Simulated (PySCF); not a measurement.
**C4H6AlF3N2: density, localisation and related maps**

```xyz
16

F     1.8329    0.7018   -1.3560
C     2.8494   -0.0344   -0.7455
F     3.9688    0.1486   -1.4195
C     2.4514   -0.7083    0.3222
F     3.3296   -1.4563    1.0055
Al    0.5640   -0.0221    0.0666
N    -0.2916    1.2079    0.9973
C    -1.5822    0.5596    1.2511
C    -1.9918   -0.3056    0.0482
N    -0.8122   -0.9536   -0.5275
H    -0.1723    2.0461    1.5425
H    -2.3627    1.3045    1.4338
H    -1.5205   -0.0872    2.1342
H    -2.4820    0.3325   -0.6964
H    -2.7213   -1.0507    0.3850
H    -1.0670   -1.6738   -1.1855
```

Geometry: GFN2-xTB.

Level of theory: PBE0/pcSseg-1, SCF density, gas phase, non-relativistic (PySCF).

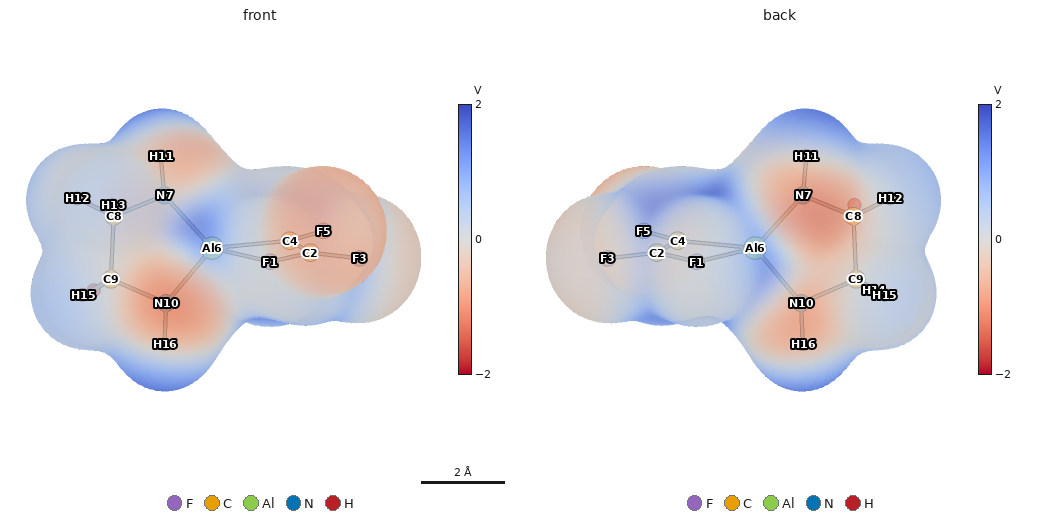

Figure 1. The electrostatic potential painted on the density surface at 0.002 e/bohr³, seen from the front and from behind; the colour scale runs from red (negative) to blue (positive).

> Where is the surface potential most negative and most positive?

The most negative region (about −1.1 V) lies over N7 and N10, the most positive (about +1.5 V) over Al6, H11 and H16.

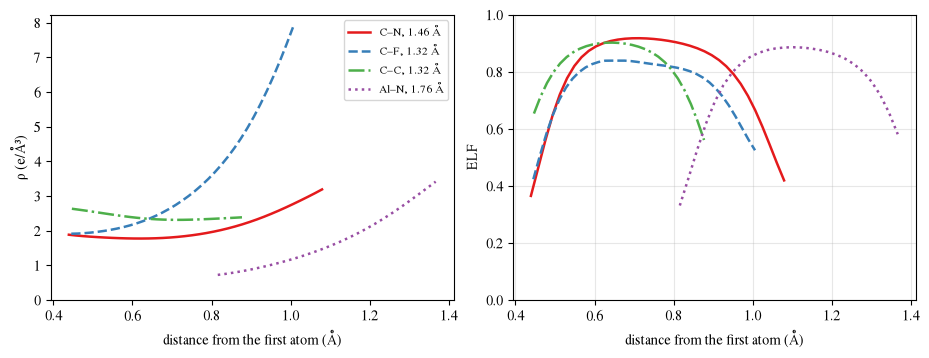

Figure 2. Total electron density and ELF along straight lines between neighbouring atoms. The curves leave out the atomic cores.

> What can be read from the curves?

C–N (1.46 Å): ρ at the midpoint is about 1.8 e/Å³; the ELF peaks at about 0.90 between the atoms (localised, covalent bonding).
C–F (1.32 Å): ρ is about 2.4 e/Å³ halfway; the ELF peaks at about 0.85 between the atoms: a shared but strongly polarised pair.
C–C (1.32 Å): the density is about 2.3 e/Å³ at the midpoint; the ELF peaks at about 0.90 between the atoms; a short, multiple covalent bond.
Al–N (1.76 Å): ρ at the midpoint is about 0.84 e/Å³; the ELF peaks at about 0.90 in the valence shell of N, 0.7 Å from its nucleus, and is about 0.60 at the midpoint.
